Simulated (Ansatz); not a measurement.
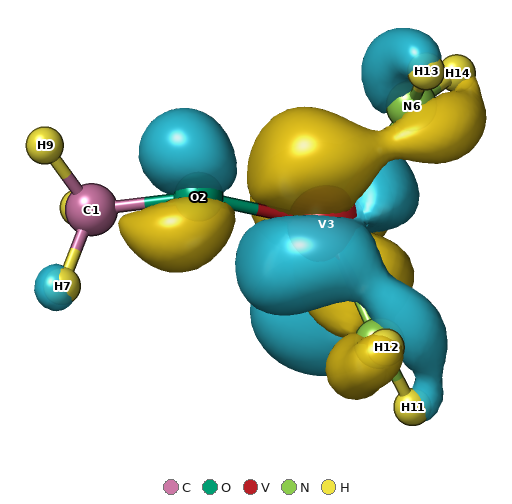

CH₈N₃OV. One frontier orbital at ±0.08 Å⁻³ᐟ² (yellow and cyan are the two phases), seen at a tilt.

Geometry: PBE0-D4/def2-TZVP.

Theory: RKS PBE0-D4/def2-TZVPP (Ansatz).

Input file:

```
crystal:
  periodic: [false, false, false]
  atoms:
    - {symbol: C, position_ang: [-0.556936, 0.228720, 2.302487]}
    - {symbol: O, position_ang: [-0.132891, -0.391379, 1.132220]}
    - {symbol: V, position_ang: [0.194708, -0.029725, -0.559264]}
    - {symbol: N, position_ang: [0.343553, 1.543724, -0.870340]}
    - {symbol: N, position_ang: [-1.239835, -0.592816, -1.568763]}
    - {symbol: N, position_ang: [1.795013, -0.797234, -1.052303]}
    - {symbol: H, position_ang: [-1.649722, 0.190187, 2.382860]}
    - {symbol: H, position_ang: [-0.243795, 1.277930, 2.333963]}
    - {symbol: H, position_ang: [-0.128644, -0.287870, 3.168472]}
    - {symbol: H, position_ang: [0.392286, 2.552540, -0.907166]}
    - {symbol: H, position_ang: [-1.714128, -0.052372, -2.272669]}
    - {symbol: H, position_ang: [-1.577736, -1.544770, -1.543460]}
    - {symbol: H, position_ang: [1.960114, -1.791524, -0.978903]}
    - {symbol: H, position_ang: [2.545013, -0.334611, -1.538234]}
basis:
  gaussian: {orbitals: def2-TZVPP}
hamiltonian: {xc: pbe0, dispersion: d4}
output: {orbitals: {seedname: orbitals}}
```

Run with:

```sh
ansatz run in.yaml --threads 4 --pin off --events-out ev --progress --plain --max-ram 11315MiB
```

Which orbital is it: HOMO or LUMO?

Answer. The LUMO, at −1.10 eV. It lies mainly on V3 (about 65 %), N4 (about 15 %) and O2 (about 5 %).
